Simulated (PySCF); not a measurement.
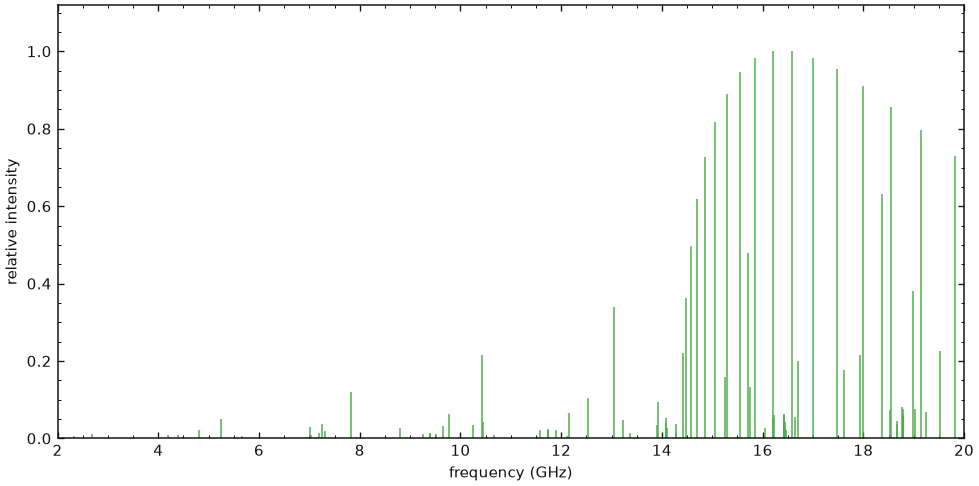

Simulated rotational absorption lines between 2 and 20 GHz at 10 K: rigid rotor with the equilibrium constants and dipole of one optimised conformer (PBE0-D3(BJ)/def2-SVP, PySCF 2.14.0), commonest isotopes; no centrifugal distortion, hyperfine structure, internal rotation or nuclear-spin weights; lines within 1 MHz of each other are summed.

Which molecule gives this spectrum?
A. CH₄Cl₂Si, SMILES ClC[SiH2]Cl
B. C₈H₁₀OS, SMILES C[S@@](=O)Cc1ccccc1
C. C₇H₅ClO, SMILES O=Cc1cccc(Cl)c1
D. C₅H₁₃N (n-methylisobutylamine), SMILES CNCC(C)C

Option A. Rotational constants A, B, C = 15.55, 1.205, 1.142 GHz, |μa|, |μb|, |μc| = 0.12, 0.49, 0.01 D.

Known limits of this run: coarse grid, loose stop and no frequency check, small forces are noise and the end may be a saddle.
